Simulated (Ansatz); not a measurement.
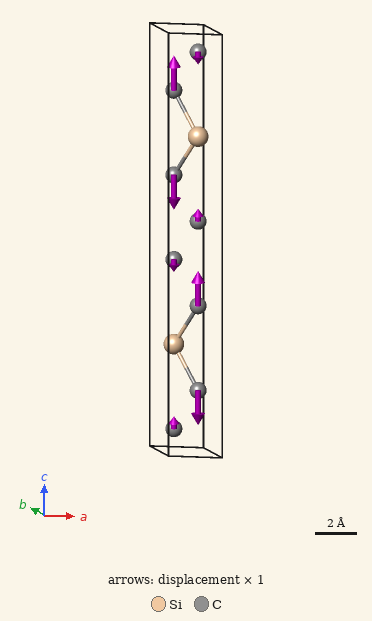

This is a relaxation of a crystal of SiC$_{4}$ (a generated structure, set up in P6_3/mmc) (coarse preliminary run). The starting structure is drawn; purple arrows show the displacements (the part carried along by the change of the cell is left out), at their true length.

A ball-and-stick model of the cell of the calculation, seen slightly off an axis.

Computed with Ansatz 0.2.0, DFT PBE, scalar-relativistic, plane waves, PAW.

Input file:
```yaml
crystal:
  lattice:
    - [2.68823481, 0.0, 0.0]
    - [-1.34411741, 2.32807964, 0.0]
    - [0.0, 0.0, 21.23617966]
  atoms:
    - { symbol: Si, position: [0.33333333, 0.66666667, 0.25] }
    - { symbol: Si, position: [0.66666667, 0.33333333, 0.75] }
    - { symbol: C, position: [0.33333333, 0.66666667, 0.85] }
    - { symbol: C, position: [0.33333333, 0.66666667, 0.05] }
    - { symbol: C, position: [0.33333333, 0.66666667, 0.45] }
    - { symbol: C, position: [0.33333333, 0.66666667, 0.65] }
    - { symbol: C, position: [0.66666667, 0.33333333, 0.95] }
    - { symbol: C, position: [0.66666667, 0.33333333, 0.15] }
    - { symbol: C, position: [0.66666667, 0.33333333, 0.35] }
    - { symbol: C, position: [0.66666667, 0.33333333, 0.55] }
basis:
  ecutwfc: 420
kpoints:
  mp_grid: { grid: [6, 6, 1] }
hamiltonian:
  xc: pbe
scf:
  occupations: { method: gaussian, width: 0.1 }
  lower_state_search: "off"
output:
  forces: true
  stress: true
  eigenvalues: true
relax:
  adjacent_minimum: "off"
  f_tol: 0.04
  max_steps: 70
  cell: { stress_tol: 0.4 }
```

Command:
```bash
ansatz run input.yaml --threads 1 --pin off --max-ram 2560MiB --backend cpu --events-out ev --progress --plain --runs-dir out
```

Which element moves most?

Carbon: up to 1.75 Å, against 0.00 Å for silicon.

Describe the change and its energy.

After 20 accepted moves (22 points after the start) the energy has fallen by 4161 meV per atom. Largest force component: 0.067 eV/Å at the start, 0.0018 eV/Å at the end. The pressure goes from −24.61 to 0.13 GPa. The SCF was repeated twice at an unchanged geometry on a basis and grid sized afresh for the cell, which shifted the energy by 1.3 meV per atom at most. The largest moves relative to the cell, 1.75 Å, are those of C3, C6, C8 and C9. C3 goes along +c. Si stays in place. The volume changes by −5.5 %, with a = b 2.688 → 2.471 Å (−8.1 %), c 21.236 → 23.764 Å (+11.9 %). Near-neighbour distances that change, for instance: Si1–C8 2.630 → 4.366 Å, C3–C7 2.630 → 1.427 Å, Si1–Si1 2.688 → 2.471 Å. New bonds form: C3–C7 (2.63 → 1.43 Å), C4–C8 (2.63 → 1.43 Å), C5–C9 (2.63 → 1.43 Å), C6–C10 (2.63 → 1.43 Å). The space group stays P6_3/mmc (No. 194).

Limits of the set-up: the k-point mesh is coarse for a cell with partly filled bands.
